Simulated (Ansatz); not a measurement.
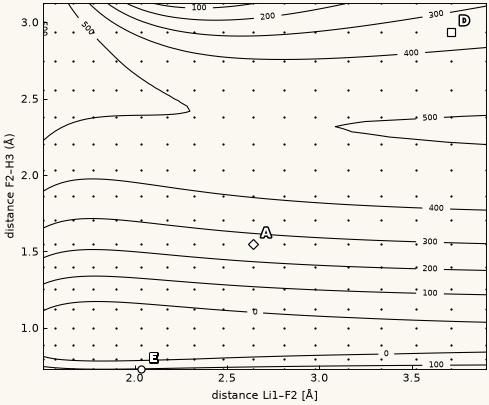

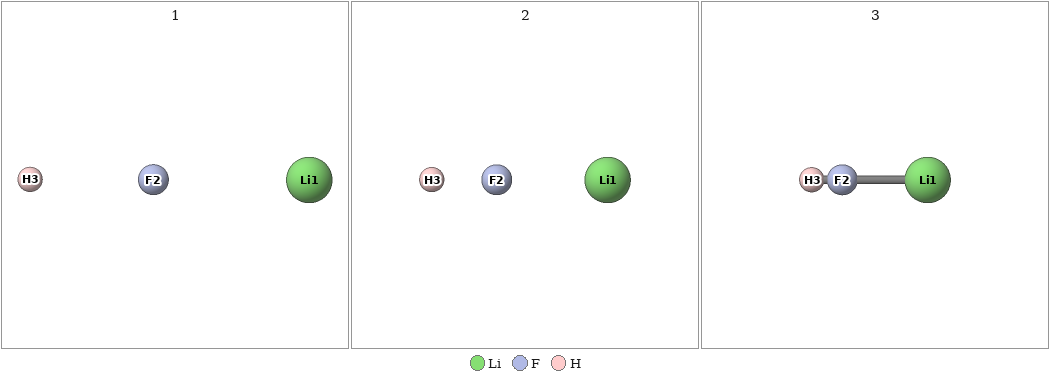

The system Li⁺ + FH. 
- The first coordinate is: distance Li1–F2; the second: distance F2–H3.
- Nothing is relaxed (the angle Li1–F2–H3 is fixed at 180 degrees).
- Grid: 17 × 17 points.
- Points are written as (first, second).
- Energies: kJ/mol, counted from Li with charge +1 far from the relaxed FH (each part in its own basis).
- The restricted reference is unstable at some or all points, so the energies there are unreliable.
- These are results of Ansatz 0.2.0, RHF-CCSD(T), frozen core/def2-TZVPD, not measurements.

In the figure: contour lines labelled in kJ/mol, dots at the grid points, lettered points. Between grid points the surface is interpolated. The numbered pictures are the structures at these points, in random order.

Which structure belongs to which point?

A is structure 2: (2.640 Å, 1.547 Å), 264 kJ/mol; D is structure 1: (3.711 Å, 2.935 Å), 354 kJ/mol; E is structure 3: (2.033 Å, 0.728 Å), 108 kJ/mol.
